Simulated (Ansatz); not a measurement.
# C₂H₁₀AsBO: how energies converge with the basis set

How large a basis does C₂H₁₀AsBO need? Two functionals are run in growing sets.

Program: Ansatz 0.2.0, Gaussian basis. Level of theory: one geometry, several basis sets. These are calculated values, not measurements.

Levels to be run: PBE0-D4/def2-SVP; ωB97M-V/def2-SVP; PBE0-D4/def2-QZVPP; ωB97M-V/def2-QZVPP; the functionals' def2-TZVPP values are taken from earlier runs.

### 1 The geometry

The geometry comes from an earlier relaxation with PBE0-D4 in a triple-zeta def2 set; it is a stationary point, not always the lowest conformer.

15 atoms, charge 0, spin multiplicity 1.

Atoms are counted from 1 here; the program's logs count them from 0.

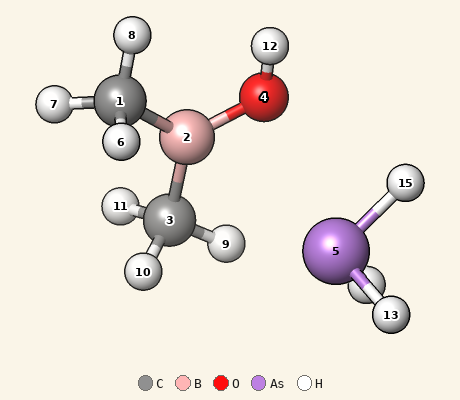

The geometry (carbon grey, boron pink, oxygen red, arsenic purple, hydrogen white); atoms are numbered from 1 in the order of the file.

### 2 PBE0-D4 in def2-SVP

in.yaml

```yaml
crystal:
  periodic: [false, false, false]
  atoms:
    - {symbol: C, position_ang: [-1.118776, -0.381780, 1.628655]}
    - {symbol: B, position_ang: [-0.136870, -0.846558, 0.489665]}
    - {symbol: C, position_ang: [1.421798, -0.809170, 0.663282]}
    - {symbol: O, position_ang: [-0.612753, -1.300152, -0.708331]}
    - {symbol: As, position_ang: [0.024790, 1.945253, -1.701721]}
    - {symbol: H, position_ang: [-1.109260, 0.714207, 1.668078]}
    - {symbol: H, position_ang: [-0.792076, -0.721699, 2.615221]}
    - {symbol: H, position_ang: [-2.158361, -0.692232, 1.486217]}
    - {symbol: H, position_ang: [1.960731, -0.974212, -0.271309]}
    - {symbol: H, position_ang: [1.755034, 0.134828, 1.104471]}
    - {symbol: H, position_ang: [1.727255, -1.592281, 1.367844]}
    - {symbol: H, position_ang: [-1.572679, -1.321160, -0.742297]}
    - {symbol: H, position_ang: [0.340990, 3.192287, -2.516449]}
    - {symbol: H, position_ang: [1.189549, 1.175408, -2.299127]}
    - {symbol: H, position_ang: [-0.941270, 1.426363, -2.754597]}
basis:
  gaussian: {orbitals: def2-SVP}
hamiltonian: {xc: pbe0, dispersion: d4}
output: {orbitals: {seedname: orbitals}}
```

On the command line:

```console
> ansatz run in.yaml --threads 4 --pin off --events-out ev --progress --plain --max-ram 11315MiB
```

Standard output:

```text
Functional definition: PBE0
  name "PBE0"
  cite "Adamo & Barone, J. Chem. Phys. 110, 6158 (1999) doi:10.1063/1.478522"
  cite "Perdew, Burke & Ernzerhof, Phys. Rev. Lett. 77, 3865 (1996) doi:10.1103/PhysRevLett.77.3865"
  parent pbe
  parameter a = 0.25
  parameter kappa = 0.804
  parameter beta = 0.06672455060314922
  exchange = (1 - a)*pbe_x(kappa = kappa, mu = beta*pi^2/3) + a*exact_x
  correlation = pbe_c(beta = beta)
1606 factors; their error is unknown
mean field evaluation 1: about -65769.7067 eV, gradient 6.4e1 eV
mean field evaluation 2: about -65766.8931 eV, gradient 7.4e1 eV
mean field evaluation 4: about -65778.7557 eV, gradient 2.2e0 eV
mean field evaluation 8: about -65778.7671 eV, gradient 8.6e-2 eV
mean field evaluation 16: about -65778.9090 eV, gradient 3.5e-5 eV
mean field -65778.90900954 eV, -2417.3303195548 hartree, gradient 3.5e-5 eV, S^2 0.000000; 0 other end points of the search recorded, 0 dependent functions left out
reference -65778.90903886 eV, -2417.3303206321 hartree; 34, 34 occupied and 104, 104 virtual orbitals, 1606 factors
Total energy: -65779.14649748 eV, -2417.3390470755 hartree
```

Run time: 2 s. Hardware: 4 threads of Arm Neoverse V1, shared host.

### 3 ωB97M-V in def2-SVP

Edit in.yaml of step 2 so:

```diff
@@ -20,3 +20,3 @@
   gaussian: {orbitals: def2-SVP}
-hamiltonian: {xc: pbe0, dispersion: d4}
+hamiltonian: {xc: {name: wB97M-V}}
 output: {orbitals: {seedname: orbitals}}
```

Launched as before.

Standard output, cut to the lines that bear on the results:

```text
Functional definition: wB97M-V
  name "wB97M-V"
  cite "Mardirossian & Head-Gordon, J. Chem. Phys. 144, 214110 (2016) doi:10.1063/1.4952647"
  cite "Becke, J. Chem. Phys. 107, 8554 (1997) doi:10.1063/1.475007"
  cite "Vydrov & Van Voorhis, J. Chem. Phys. 133, 244103 (2010) doi:10.1063/1.3521275"
  # Of w^i u^j: cxij and so on, Table III.
[...]
  gx(w, u) = 1 - cx + cx01*u + cx10*w
  gss(w, u) = css00 + css04*u^4 + css10*w + css20*w^2 + css43*w^4*u^3
  gos(w, u) = cos00 + cos10*w + (cos20 + cos21*u)*w^2 + (cos60 + cos61*u)*w^6
[...]
      + integral(e_c_pw_mod_opposite_spin*gos(b97_w_opposite, b97_u_opposite)) + vv10(b, c)
1592 factors; their error is unknown
406 factors; integrals over basis functions are off by at most 7.4e-6 eV
[...]
mean field -65785.92157123 eV, -2417.5880264435 hartree, gradient 1.5e-5 eV, S^2 0.000000; 0 other end points of the search recorded, 0 dependent functions left out
reference -65785.92162030 eV, -2417.5880282468 hartree; 34, 34 occupied and 104, 104 virtual orbitals, 1592 factors
Total energy: -65785.92162030 eV, -2417.5880282468 hartree
```

Run time: 8 s. Hardware: 4 threads of Arm Neoverse V1, shared host.

### 4 PBE0-D4 in def2-QZVPP

Edit in.yaml of step 3 so:

```diff
@@ -19,4 +19,4 @@
 basis:
-  gaussian: {orbitals: def2-SVP}
-hamiltonian: {xc: {name: wB97M-V}}
+  gaussian: {orbitals: "def2-QZVPP.json"}
+hamiltonian: {xc: pbe0, dispersion: d4}
 output: {orbitals: {seedname: orbitals}}
```

Launched as before.

Standard output:

```text
Functional definition: PBE0
  name "PBE0"
  cite "Adamo & Barone, J. Chem. Phys. 110, 6158 (1999) doi:10.1063/1.478522"
  cite "Perdew, Burke & Ernzerhof, Phys. Rev. Lett. 77, 3865 (1996) doi:10.1103/PhysRevLett.77.3865"
  parent pbe
  parameter a = 0.25
  parameter kappa = 0.804
  parameter beta = 0.06672455060314922
  exchange = (1 - a)*pbe_x(kappa = kappa, mu = beta*pi^2/3) + a*exact_x
  correlation = pbe_c(beta = beta)
1921 factors; their error is unknown
mean field evaluation 1: about -65780.8706 eV, gradient 7.9e1 eV
mean field evaluation 2: about -65774.8238 eV, gradient 9.3e1 eV
mean field evaluation 4: about -65793.4709 eV, gradient 4.8e0 eV
mean field evaluation 8: about -65793.5178 eV, gradient 4.4e-2 eV
mean field evaluation 16: about -65793.6554 eV, gradient 2.4e-5 eV
mean field -65793.65540632 eV, -2417.8722396410 hartree, gradient 2.4e-5 eV, S^2 0.000000; 0 other end points of the search recorded, 0 dependent functions left out
reference -65793.65545369 eV, -2417.8722413815 hartree; 34, 34 occupied and 583, 583 virtual orbitals, 1921 factors
Total energy: -65793.89291231 eV, -2417.8809678249 hartree
```

Wall time 17 s (4 threads of Arm Neoverse V1, shared host); peak memory 2.9 GiB.

### 5 ωB97M-V in def2-QZVPP

Edit in.yaml of step 4 so:

```diff
@@ -20,3 +20,3 @@
   gaussian: {orbitals: "def2-QZVPP.json"}
-hamiltonian: {xc: pbe0, dispersion: d4}
+hamiltonian: {xc: {name: wB97M-V}}
 output: {orbitals: {seedname: orbitals}}
```

Launched as before.

Standard output, cut to the lines that bear on the results:

```text
Functional definition: wB97M-V
  name "wB97M-V"
  cite "Mardirossian & Head-Gordon, J. Chem. Phys. 144, 214110 (2016) doi:10.1063/1.4952647"
  cite "Becke, J. Chem. Phys. 107, 8554 (1997) doi:10.1063/1.475007"
  cite "Vydrov & Van Voorhis, J. Chem. Phys. 133, 244103 (2010) doi:10.1063/1.3521275"
  # Of w^i u^j: cxij and so on, Table III.
[...]
  gx(w, u) = 1 - cx + cx01*u + cx10*w
  gss(w, u) = css00 + css04*u^4 + css10*w + css20*w^2 + css43*w^4*u^3
  gos(w, u) = cos00 + cos10*w + (cos20 + cos21*u)*w^2 + (cos60 + cos61*u)*w^6
[...]
      + integral(e_c_pw_mod_opposite_spin*gos(b97_w_opposite, b97_u_opposite)) + vv10(b, c)
1884 factors; their error is unknown
520 factors; integrals over basis functions are off by at most 9.0e-6 eV
[...]
mean field -65800.90487405 eV, -2418.1386526660 hartree, gradient 1.2e-5 eV, S^2 0.000000; 0 other end points of the search recorded, 0 dependent functions left out
reference -65800.90495023 eV, -2418.1386554657 hartree; 34, 34 occupied and 583, 583 virtual orbitals, 1884 factors
Total energy: -65800.90495023 eV, -2418.1386554657 hartree
```

Run time: 38 s. Hardware: 4 threads of Arm Neoverse V1, shared host; peak memory 3.1 GiB.

### 6 Density functionals: the series

The def2-TZVPP values come from earlier runs at the same geometry.

```tsv
functional	basis	functions	energy (eV)	from the largest (eV)	HOMO (eV)	LUMO (eV)
PBE0-D4	def2-SVP	138	-65779.1465	14.746	-7.63	0.61
PBE0-D4	def2-TZVPP	312	-65792.2878	1.605	-7.71	0.43
PBE0-D4	def2-QZVPP	617	-65793.8929	0.000	-7.75	0.14
ωB97M-V	def2-SVP	138	-65785.9216	14.983	-9.81	2.57
ωB97M-V	def2-TZVPP	312	-65799.3385	1.566	-9.91	1.87
ωB97M-V	def2-QZVPP	617	-65800.9050	0.000	-9.94	1.27
```

### 7 Outcome

```
                                       quantity           value
PBE0-D4: double and triple zeta above quadruple  14.75, 1.61 eV
ωB97M-V: double and triple zeta above quadruple  14.98, 1.57 eV
```

**Reading.** PBE0-D4 gains 13.14 eV from double to triple zeta, then 1.61 eV more. Total energies overstate the basis error of differences, where much of it tends to cancel. The LUMO of ωB97M-V is positive and keeps falling with the basis (2.57 to 1.27 eV): an unbound level that the basis holds in place.

For PBE0-D4 the largest set took about 8 times as long as the smallest (17 s against 2 s).
